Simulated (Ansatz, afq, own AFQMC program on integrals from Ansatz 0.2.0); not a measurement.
# GeNH3 (singlet): AFQMC on the coupled-cluster ladder at distance Ge1–N2 = 1.903 Å, cc-pVDZ

Aim: compute GeNH3 (singlet) with auxiliary-field quantum Monte Carlo on the same integrals as coupled cluster, and set the energies side by side.

The runs use Ansatz 0.2.0, Gaussian basis, and an in-house AFQMC program (afq) on its integrals; all values are calculated; cc-pVDZ, frozen cores.

To be run: PBE (unrestricted); r2SCAN (unrestricted); PBE0 (unrestricted); B3LYP (unrestricted); wB97M-V (unrestricted); B2PLYP (unrestricted); CCSD(T) on RHF; CCSDT(Q) on RHF; Phaseless AFQMC, CISD trial on RHF; Phaseless AFQMC, single-determinant trial on RHF; Phaseless AFQMC, CID trial on RHF; UHF; CCSD(T) on UHF; CCSDT(Q) on UHF; Phaseless AFQMC, CISD trial on UHF; Phaseless AFQMC, single-determinant trial on UHF; Free-projection AFQMC, CISD trial on UHF; Phaseless AFQMC, CID trial on UHF.

3 further runs of the same task are left out: 3 that didn't finish.

**1. The geometry**

The geometry derives from a PBE0/def2-TZVP stationary point (not a proven minimum). One bond is set to the value named and the two fragments are kept rigid. No spin-orbit coupling is included. The filled d shell of Ge may be among the frozen orbitals whatever the setting's name suggests; the logs give the count.

5 atoms, charge 0, spin multiplicity 1.

Atoms are counted from 1 here; the program's logs count them from 0.

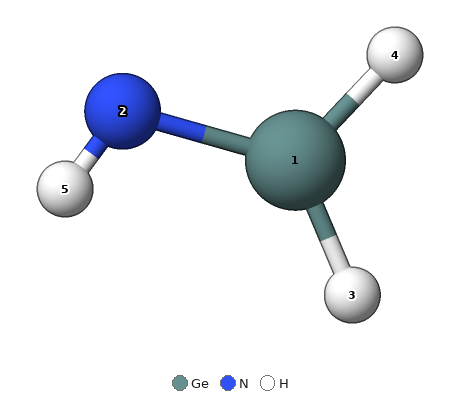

The geometry (germanium teal, nitrogen blue, hydrogen white); atoms are numbered from 1 in the order of the file.

**2. PBE (unrestricted)**

The input, in.yaml:

```yaml
crystal:
  periodic: [false, false, false]
  atoms:
    - {symbol: Ge, position_ang: [0.000000, 0.016337, 0.303559]}
    - {symbol: N, position_ang: [0.000000, -0.142324, -1.592815]}
    - {symbol: H, position_ang: [0.000000, 1.295421, 1.165849]}
    - {symbol: H, position_ang: [0.000000, -1.271729, 1.127305]}
    - {symbol: H, position_ang: [0.000000, 0.776722, -2.035645]}
basis:
  gaussian: {orbitals: cc-pVDZ}
magnetization: {spin_polarized: true, initial_magnetization: 0}
hamiltonian: {xc: {name: PBE}}
output: {orbitals: {seedname: orbitals}}
```

Started as:

```bash
> ansatz run in.yaml --threads 1 --pin off --events-out ev --progress --plain --max-ram 1382MiB
```

The program printed:

```text
Functional definition: PBE
  name "PBE"
  cite "Perdew, Burke & Ernzerhof, Phys. Rev. Lett. 77, 3865 (1996) doi:10.1103/PhysRevLett.77.3865"
  parent pbe
  parameter kappa = 0.804
  parameter beta = 0.06672455060314922
  exchange = pbe_x(kappa = kappa, mu = beta*pi^2/3)
  correlation = pbe_c(beta = beta)
747 factors; their error is unknown
mean field evaluation 1: about -58030.5875 eV, gradient 5.1e1 eV
mean field evaluation 2: about -57894.1464 eV, gradient 1.1e2 eV
mean field evaluation 4: about -58042.7834 eV, gradient 1.1e1 eV
mean field evaluation 8: about -58043.7503 eV, gradient 1.5e-1 eV
mean field evaluation 16: about -58043.7389 eV, gradient 9.2e-5 eV
mean field -58043.73892226 eV, -2133.0680619336 hartree, gradient 1.3e-5 eV, S^2 0.000000; 1 other end points of the search recorded, 0 dependent functions left out
reference -58043.73895153 eV, -2133.0680630095 hartree; 21, 21 occupied and 35, 35 virtual orbitals, 747 factors
Total energy: -58043.73895153 eV, -2133.0680630095 hartree
```

It took 1.8 s on 1 thread of Arm Neoverse V1, shared host.

From the report: ⟨S²⟩ of the determinant 0.000 (pure singlet: 0.00).

**3. r2SCAN (unrestricted)**

in.yaml, as its differences from that of step 2:

```diff
@@ -11,3 +11,2 @@
 magnetization: {spin_polarized: true, initial_magnetization: 0}
-hamiltonian: {xc: {name: PBE}}
-output: {orbitals: {seedname: orbitals}}
+hamiltonian: {xc: {name: r2SCAN}}
```

Same command.

The program printed, shortened:

```text
Functional definition: r2SCAN
  name "r2SCAN"
  cite "Furness, Kaplan, Ning, Perdew & Sun, J. Phys. Chem. Lett. 11, 8208 (2020) doi:10.1021/acs.jpclett.0c02405"
  cite "Furness, Kaplan, Ning, Perdew & Sun, J. Phys. Chem. Lett. 11, 9248 (2020) doi:10.1021/acs.jpclett.0c03077"
  parent r2scan
[...]
747 factors; their error is unknown
[...]
mean field -58052.86150327 eV, -2133.4033106025 hartree, gradient 9.3e-6 eV, S^2 0.013036; 3 other end points of the search recorded, 0 dependent functions left out
reference -58052.86151241 eV, -2133.4033109382 hartree; 21, 21 occupied and 35, 35 virtual orbitals, 747 factors
Total energy: -58052.86151241 eV, -2133.4033109382 hartree
```

Run time: 17 s. Hardware: 1 thread of Arm Neoverse V1, shared host.

From the report: ⟨S²⟩ of the determinant 0.013 (pure singlet: 0.00).

**4. PBE0 (unrestricted)**

in.yaml, as its differences from that of step 3:

```diff
@@ -11,2 +11,3 @@
 magnetization: {spin_polarized: true, initial_magnetization: 0}
-hamiltonian: {xc: {name: r2SCAN}}
+hamiltonian: {xc: {name: PBE0}}
+output: {orbitals: {seedname: orbitals}}
```

The command is unchanged.

The program printed, shortened:

```text
Functional definition: PBE0
  name "PBE0"
  cite "Adamo & Barone, J. Chem. Phys. 110, 6158 (1999) doi:10.1063/1.478522"
  cite "Perdew, Burke & Ernzerhof, Phys. Rev. Lett. 77, 3865 (1996) doi:10.1103/PhysRevLett.77.3865"
  parent pbe
[...]
593 factors; integrals over basis functions are off by at most 1.2e-3 eV
[...]
mean field -58044.99768447 eV, -2133.1143205917 hartree, gradient 1.5e-6 eV, S^2 0.005708; 3 other end points of the search recorded, 0 dependent functions left out
reference -58044.99770633 eV, -2133.1143213951 hartree; 21, 21 occupied and 35, 35 virtual orbitals, 593 factors
Total energy: -58044.99770633 eV, -2133.1143213951 hartree
```

Wall time 7.5 s (1 thread of Arm Neoverse V1, shared host).

From the report: ⟨S²⟩ of the determinant 0.006 (pure singlet: 0.00).

**5. B3LYP (unrestricted)**

in.yaml, as its differences from that of step 4:

```diff
@@ -11,3 +11,2 @@
 magnetization: {spin_polarized: true, initial_magnetization: 0}
-hamiltonian: {xc: {name: PBE0}}
-output: {orbitals: {seedname: orbitals}}
+hamiltonian: {xc: {name: B3LYP}}
```

Same command.

The program printed, shortened:

```text
Functional definition: B3LYP
  name "B3LYP"
  cite "Stephens, Devlin, Chabalowski & Frisch, J. Phys. Chem. 98, 11623 (1994) doi:10.1021/j100096a001"
  cite "Becke, Phys. Rev. A 38, 3098 (1988) doi:10.1103/PhysRevA.38.3098"
  cite "Lee, Yang & Parr, Phys. Rev. B 37, 785 (1988) doi:10.1103/PhysRevB.37.785"
  cite "Vosko, Wilk & Nusair, Can. J. Phys. 58, 1200 (1980) doi:10.1139/p80-159"
[...]
593 factors; integrals over basis functions are off by at most 1.2e-3 eV
[...]
mean field -58055.34665679 eV, -2133.4946383097 hartree, gradient 3.4e-6 eV, S^2 0.000000; 1 other end points of the search recorded, 0 dependent functions left out
reference -58055.34686144 eV, -2133.4946458305 hartree; 21, 21 occupied and 35, 35 virtual orbitals, 593 factors
Total energy: -58055.34686144 eV, -2133.4946458305 hartree
```

It took 3.2 s on 1 thread of Arm Neoverse V1, shared host.

From the report: ⟨S²⟩ of the determinant 0.000 (pure singlet: 0.00).

**6. wB97M-V (unrestricted)**

in.yaml, as its differences from that of step 5:

```diff
@@ -11,2 +11,3 @@
 magnetization: {spin_polarized: true, initial_magnetization: 0}
-hamiltonian: {xc: {name: B3LYP}}
+hamiltonian: {xc: {name: wB97M-V}}
+output: {orbitals: {seedname: orbitals}}
```

Launched as before.

The program printed, shortened:

```text
Functional definition: wB97M-V
  name "wB97M-V"
  cite "Mardirossian & Head-Gordon, J. Chem. Phys. 144, 214110 (2016) doi:10.1063/1.4952647"
  cite "Becke, J. Chem. Phys. 107, 8554 (1997) doi:10.1063/1.475007"
  cite "Vydrov & Van Voorhis, J. Chem. Phys. 133, 244103 (2010) doi:10.1063/1.3521275"
  # Of w^i u^j: cxij and so on, Table III.
[...]
  gx(w, u) = 1 - cx + cx01*u + cx10*w
  gss(w, u) = css00 + css04*u^4 + css10*w + css20*w^2 + css43*w^4*u^3
  gos(w, u) = cos00 + cos10*w + (cos20 + cos21*u)*w^2 + (cos60 + cos61*u)*w^6
[...]
      + integral(e_c_pw_mod_opposite_spin*gos(b97_w_opposite, b97_u_opposite)) + vv10(b, c)
593 factors; integrals over basis functions are off by at most 1.2e-3 eV
172 factors; integrals over basis functions are off by at most 4.4e-6 eV
[...]
mean field -58049.90873858 eV, -2133.2947985015 hartree, gradient 4.2e-6 eV, S^2 0.000000; 1 other end points of the search recorded, 0 dependent functions left out
reference -58049.90877232 eV, -2133.2947997414 hartree; 21, 21 occupied and 35, 35 virtual orbitals, 593 factors
Total energy: -58049.90877232 eV, -2133.2947997414 hartree
```

Run time: 14 s. Hardware: 1 thread of Arm Neoverse V1, shared host.

From the report: ⟨S²⟩ of the determinant 0.000 (pure singlet: 0.00).

**7. B2PLYP (unrestricted)**

in.yaml, as its differences from that of step 6:

```diff
@@ -11,3 +11,3 @@
 magnetization: {spin_polarized: true, initial_magnetization: 0}
-hamiltonian: {xc: {name: wB97M-V}}
-output: {orbitals: {seedname: orbitals}}
+hamiltonian: {xc: {name: B2PLYP}}
+correlation: {electrons: outside_noble_gas}
```

The command is unchanged.

The program printed, shortened:

```text
Functional definition: B2PLYP
  name "B2PLYP"
  cite "Grimme, J. Chem. Phys. 124, 034108 (2006) doi:10.1063/1.2148954"
  cite "Becke, Phys. Rev. A 38, 3098 (1988) doi:10.1103/PhysRevA.38.3098"
  cite "Lee, Yang & Parr, Phys. Rev. B 37, 785 (1988) doi:10.1103/PhysRevB.37.785"
[...]
593 factors; integrals over basis functions are off by at most 1.2e-3 eV
[...]
mean field -58038.49266753 eV, -2132.8752656283 hartree, gradient 2.5e-6 eV, S^2 0.406394; 5 other end points of the search recorded, 0 dependent functions left out
15 core orbitals not correlated: weight in the atoms' cores, before any rotation towards them, 0.998 or more for the frozen orbitals, at most 0.002 for the correlated occupied ones
reference -58038.49280032 eV, -2132.8752705085 hartree; 6, 6 occupied and 35, 35 virtual orbitals, 593 factors
second order -9.02878392 eV of doubles, -0.00000000 eV of singles
Total energy: -58040.93057198 eV, -2132.9648569646 hartree
```

Wall time 7 s (1 thread of Arm Neoverse V1, shared host).

From the report: ⟨S²⟩ of the determinant 0.406 (pure singlet: 0.00).

**8. CCSD(T) on RHF**

in.yaml, as its differences from that of step 7:

```diff
@@ -10,4 +10,3 @@
   gaussian: {orbitals: cc-pVDZ}
-magnetization: {spin_polarized: true, initial_magnetization: 0}
-hamiltonian: {xc: {name: B2PLYP}}
-correlation: {electrons: outside_noble_gas}
+magnetization: {spin_polarized: false}
+correlation: {method: ccsd_t, electrons: outside_noble_gas, hamiltonian_folder: ham}
```

Launched as before.

The program printed, shortened:

```text
Functional definition: HF
  name "HF"
  cite "Fock, Z. Phys. 61, 126 (1930) doi:10.1007/BF01340294"
  parent pbe
[...]
593 factors; integrals over basis functions are off by at most 1.2e-3 eV
[...]
mean field -57999.10225780 eV, -2131.4276947706 hartree, gradient 2.4e-6 eV, S^2 0.000000; 0 other end points of the search recorded, 0 dependent functions left out; unrestricted orbitals would lower it
15 core orbitals not correlated: weight in the atoms' cores, before any rotation towards them, 0.999 or more for the frozen orbitals, at most 0.001 for the correlated occupied ones
reference -57999.10225780 eV, -2131.4276947706 hartree; 6, 6 occupied and 35, 35 virtual orbitals, 593 factors
second order -7.96021970 eV of doubles, -0.00000000 eV of singles
cycle   1  -7.89799728 eV  change    6.2e-2 eV  update   1.4e-1
[...]
cycle  13  -8.46819318 eV  change   -8.8e-6 eV  update   3.0e-6
perturbative correction -0.41732945 eV, -0.0153365745 hartree
Total energy: -58007.98778043 eV, -2131.7542317044 hartree
```

Run time: 1.2 s. Hardware: 1 thread of Arm Neoverse V1, shared host.

From the report: correlation -8.8855 eV; T1 0.033; largest double amplitude 0.18.

This run also writes the integrals to the folder ham.

**9. CCSDT(Q) on RHF**

in.yaml, as its differences from that of step 8:

```diff
@@ -11,2 +11,2 @@
 magnetization: {spin_polarized: false}
-correlation: {method: ccsd_t, electrons: outside_noble_gas, hamiltonian_folder: ham}
+correlation: {method: ccsdt_q, electrons: outside_noble_gas}
```

Launched as before.

The program printed, shortened:

```text
Functional definition: HF
  name "HF"
  cite "Fock, Z. Phys. 61, 126 (1930) doi:10.1007/BF01340294"
  parent pbe
[...]
1100 factors; integrals over basis functions are off by at most 2.1e-7 eV
[...]
mean field -57999.10242430 eV, -2131.4277008896 hartree, gradient 2.2e-6 eV, S^2 0.000000; 0 other end points of the search recorded, 0 dependent functions left out; unrestricted orbitals would lower it
15 core orbitals not correlated: weight in the atoms' cores, before any rotation towards them, 0.999 or more for the frozen orbitals, at most 0.001 for the correlated occupied ones
reference -57999.10242430 eV, -2131.4277008896 hartree; 6, 6 occupied and 35, 35 virtual orbitals, 1100 factors
second order -7.96025220 eV of doubles, -0.00000000 eV of singles
cycle   1  -7.89799138 eV  change    6.2e-2 eV  update   1.5e-1
[...]
cycle  19  -8.89861191 eV  change    4.4e-7 eV  update   2.6e-7
perturbative correction -0.06022216 eV, -0.0022131234 hartree
Total energy: -58008.06125837 eV, -2131.7569319691 hartree
```

It took 11 s on 1 thread of Arm Neoverse V1, shared host.

From the report: correlation -8.9588 eV; T1 0.034; largest double amplitude 0.23.

**10. Phaseless AFQMC, CISD trial on RHF**

It reads the integrals that the CCSD(T) run on this determinant wrote.

Started as:

```bash
> afq ham --method phaseless --trial cisd --walkers 60 --populations 1 --least-time 40 --time-step 0.005 --steps-per-block 50 --equilibration-blocks 28 --max-blocks 300 --target-error 0.00042 --factor-cut 1e-05 --seed 5129 --release-times 0.24,0.51,0.99,1.62,2.4 --release-step 0.03 --release-every 4 --taylor-order 6
```

The program printed:

```text
orbitals 41  electrons 6 6  factors 332 of 593
reference energy -2131.42769477 Eh
CCSD correlation -0.31120020 Eh in 13 cycles, weight of the determinant in the CISD state 0.8310
energy of the start -2131.738895 Eh
 block  time / (1/Eh)  mean weight  energy / Eh
     1     0.250  1.0002  -2131.735228
     2     0.500  1.0006  -2131.740296
     3     0.750  1.0024  -2131.746294
     4     1.000  0.9994  -2131.739744
     5     1.250  1.0001  -2131.744602
     6     1.500  0.9982  -2131.744191
     7     1.750  1.0002  -2131.754890
     8     2.000  1.0036  -2131.760020
     9     2.250  1.0003  -2131.762671
    10     2.500  1.0006  -2131.753719
    17     4.250  1.0031  -2131.761898
    25     6.250  0.9984  -2131.747461
    33     8.250  1.0020  -2131.755223
    41    10.250  0.9994  -2131.759989
    49    12.250  0.9998  -2131.756212
    57    14.250  1.0001  -2131.759686
    65    16.250  1.0000  -2131.756553
    73    18.250  1.0027  -2131.765491
    81    20.250  0.9997  -2131.758774
    89    22.250  1.0008  -2131.742573
    97    24.250  1.0013  -2131.752735
   105    26.250  0.9991  -2131.750920
   113    28.250  0.9996  -2131.748185
   121    30.250  0.9990  -2131.755855
   129    32.250  1.0003  -2131.767465
   137    34.250  1.0005  -2131.754250
   145    36.250  0.9979  -2131.753445
   153    38.250  0.9995  -2131.755540
   161    40.250  1.0000  -2131.769387
   169    42.250  1.0005  -2131.751864
   177    44.250  1.0005  -2131.750578
   185    46.250  1.0014  -2131.748423
   193    48.250  1.0017  -2131.760899
   201    50.250  1.0009  -2131.738192
   209    52.250  1.0004  -2131.742849
   217    54.250  1.0002  -2131.761115
   225    56.250  1.0006  -2131.744727
   233    58.250  1.0026  -2131.750413
   241    60.250  1.0000  -2131.756772
   249    62.250  0.9998  -2131.746828
   257    64.250  0.9973  -2131.755229
   265    66.250  1.0006  -2131.759082
   273    68.250  0.9995  -2131.755489
   281    70.250  0.9998  -2131.752807
   289    72.250  0.9969  -2131.745559
   297    74.250  0.9971  -2131.753261
   305    76.250  1.0024  -2131.763963
   313    78.250  1.0011  -2131.759675
   321    80.250  1.0024  -2131.743105
blocks merged  error / Eh  count
     1  0.000626  300
     2  0.000792  150
     4  0.000907  75
     8  0.001021  37
    16  0.001188  18
    32  0.001460  9
released: time / (1/Eh)  energy / Eh  error  mean overlap
  0.24  -2131.753708  0.000918  1.0073
  0.51  -2131.755224  0.000828  1.0110
  0.99  -2131.756795  0.000867  0.9861
  1.62  -2131.757412  0.000995  0.9670
  2.40  -2131.755662  0.001411  0.9796
energy -2131.754269 +/- 0.001188 Eh
```

Wall time 4.6 min (1 thread of Arm Neoverse V1, shared host).

Energy -58007.9888 ± 0.0323 eV. Caveats: constraint bias not in the error; error above the target. The error still grows with block length (0.0278 to 0.0397 eV), so the bar may be too small.

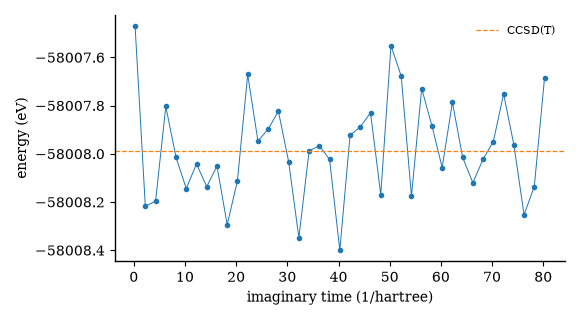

Block energies along the walk.

**11. Phaseless AFQMC, single-determinant trial on RHF**

It reads the integrals that the CCSD(T) run on this determinant wrote.

Started as:

```bash
> afq ham --method phaseless --trial hf --walkers 120 --populations 1 --least-time 40 --time-step 0.005 --steps-per-block 20 --equilibration-blocks 112 --max-blocks 600 --target-error 0.00126 --factor-cut 1e-05 --seed 3626 --taylor-order 6
```

The program printed:

```text
orbitals 41  electrons 6 6  factors 332 of 593
reference energy -2131.42769477 Eh
CCSD correlation -0.31120020 Eh in 13 cycles, weight of the determinant in the CISD state 0.8310
energy of the start -2131.427695 Eh
 block  time / (1/Eh)  mean weight  energy / Eh
     1     0.100  1.0019  -2131.490188
     2     0.200  1.0013  -2131.546506
     3     0.300  1.0002  -2131.569018
     4     0.400  1.0011  -2131.609994
     5     0.500  1.0020  -2131.636951
     6     0.600  0.9998  -2131.655044
     7     0.700  1.0007  -2131.656680
     8     0.800  0.9999  -2131.669026
     9     0.900  0.9979  -2131.670298
    10     1.000  1.0005  -2131.666660
    18     1.800  0.9997  -2131.701321
    35     3.500  0.9986  -2131.710473
    52     5.200  0.9993  -2131.728699
    69     6.900  1.0005  -2131.707852
    86     8.600  0.9980  -2131.729995
   103    10.300  1.0000  -2131.730024
   120    12.000  0.9990  -2131.773340
   137    13.700  1.0013  -2131.729645
   154    15.400  0.9998  -2131.817037
   171    17.100  1.0014  -2131.745513
   188    18.800  1.0009  -2131.724868
   205    20.500  1.0000  -2131.761197
   222    22.200  0.9999  -2131.734290
   239    23.900  0.9982  -2131.709967
   256    25.600  1.0018  -2131.805657
   273    27.300  0.9974  -2131.772559
   290    29.000  1.0004  -2131.746946
   307    30.700  0.9998  -2131.774621
   324    32.400  1.0018  -2131.739256
   341    34.100  0.9988  -2131.764486
   358    35.800  0.9999  -2131.724132
   375    37.500  1.0003  -2131.764470
   392    39.200  0.9993  -2131.708917
   409    40.900  0.9993  -2131.770530
   426    42.600  0.9990  -2131.770145
   443    44.300  0.9982  -2131.727161
   460    46.000  1.0019  -2131.829909
   477    47.700  1.0042  -2131.817060
   494    49.400  0.9998  -2131.761580
   511    51.100  1.0002  -2131.860784
   528    52.800  0.9978  -2131.712501
   545    54.500  0.9996  -2131.746856
   562    56.200  1.0004  -2131.692343
   579    57.900  0.9992  -2131.762705
   596    59.600  0.9996  -2131.711204
   613    61.300  1.0007  -2131.806096
   630    63.000  0.9996  -2131.774444
   647    64.700  1.0017  -2131.830841
   664    66.400  1.0002  -2131.707872
   681    68.100  0.9999  -2131.732693
   698    69.800  0.9988  -2131.764865
blocks merged  error / Eh  count
     1  0.001501  600
     2  0.001986  300
     4  0.002591  150
     8  0.003184  75
    16  0.003832  37
    32  0.004378  18
    64  0.005607  9
energy -2131.754935 +/- 0.004378 Eh
```

Wall time 3.1 min (1 thread of Arm Neoverse V1, shared host).

Energy -58008.0069 ± 0.1191 eV. The run doesn't count as converged. Caveats: constraint bias not in the error; error above the target. The error still grows with block length (0.1043 to 0.1526 eV), so the bar may be too small.

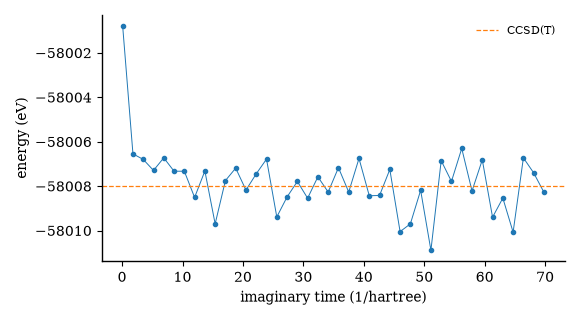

Block energies along the walk.

**12. Phaseless AFQMC, CID trial on RHF (settings varied)**

It reads the integrals that the CCSD(T) run on this determinant wrote.

Started as:

```bash
> afq ham --method phaseless --trial cid --walkers 10 --populations 1 --least-time 40 --time-step 0.01 --steps-per-block 25 --equilibration-blocks 12 --max-blocks 160 --target-error 0.00084 --factor-cut 1e-05 --seed 7274 --taylor-order 6
```

The program printed:

```text
orbitals 41  electrons 6 6  factors 332 of 593
reference energy -2131.42769477 Eh
CCSD correlation -0.31120020 Eh in 13 cycles, weight of the determinant in the CISD state 0.8310
energy of the start -2131.739426 Eh
 block  time / (1/Eh)  mean weight  energy / Eh
     1     0.250  1.0011  -2131.732394
     2     0.500  0.9954  -2131.733686
     3     0.750  0.9993  -2131.740098
     4     1.000  1.0012  -2131.736268
     5     1.250  0.9988  -2131.740010
     6     1.500  1.0105  -2131.743501
     7     1.750  1.0005  -2131.739428
     8     2.000  1.0019  -2131.743413
     9     2.250  1.0050  -2131.749390
    10     2.500  0.9965  -2131.764168
    13     3.250  0.9964  -2131.741856
    17     4.250  0.9940  -2131.757622
    21     5.250  0.9960  -2131.760996
    25     6.250  1.0018  -2131.742531
    29     7.250  0.9972  -2131.736523
    33     8.250  1.0055  -2131.754818
    37     9.250  0.9974  -2131.758240
    41    10.250  1.0002  -2131.743236
    45    11.250  0.9987  -2131.762083
    49    12.250  0.9911  -2131.742951
    53    13.250  1.0034  -2131.747166
    57    14.250  1.0012  -2131.757852
    61    15.250  1.0031  -2131.748924
    65    16.250  0.9884  -2131.747606
    69    17.250  0.9914  -2131.752959
    73    18.250  1.0083  -2131.755556
    77    19.250  1.0092  -2131.754101
    81    20.250  0.9859  -2131.764005
    85    21.250  1.0008  -2131.744332
    89    22.250  0.9949  -2131.771021
    93    23.250  1.0033  -2131.755015
    97    24.250  1.0017  -2131.742740
   101    25.250  0.9926  -2131.743652
   105    26.250  0.9851  -2131.807199
   109    27.250  1.0024  -2131.739879
   113    28.250  1.0026  -2131.762617
   117    29.250  0.9967  -2131.746230
   121    30.250  0.9905  -2131.788429
   125    31.250  0.9926  -2131.748406
   129    32.250  1.0086  -2131.752691
   133    33.250  0.9995  -2131.756163
   137    34.250  1.0135  -2131.733346
   141    35.250  1.0152  -2131.746920
   145    36.250  1.0072  -2131.761756
   149    37.250  0.9983  -2131.753893
   153    38.250  0.9951  -2131.749771
   157    39.250  1.0039  -2131.743106
   161    40.250  1.0051  -2131.740512
   165    41.250  1.0013  -2131.745870
   169    42.250  1.0045  -2131.786059
blocks merged  error / Eh  count
     1  0.001503  160
     2  0.001716  80
     4  0.002036  40
     8  0.002222  20
    16  0.002406  10
energy -2131.755828 +/- 0.002222 Eh
```

Wall time 12 s (1 thread of Arm Neoverse V1, shared host).

Energy -58008.0312 ± 0.0605 eV. Caveats: constraint bias not in the error; error above the target.

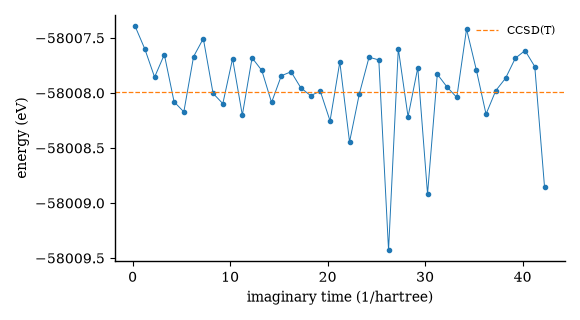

Block energies along the walk.

(Part 1 of 2 ends here.)
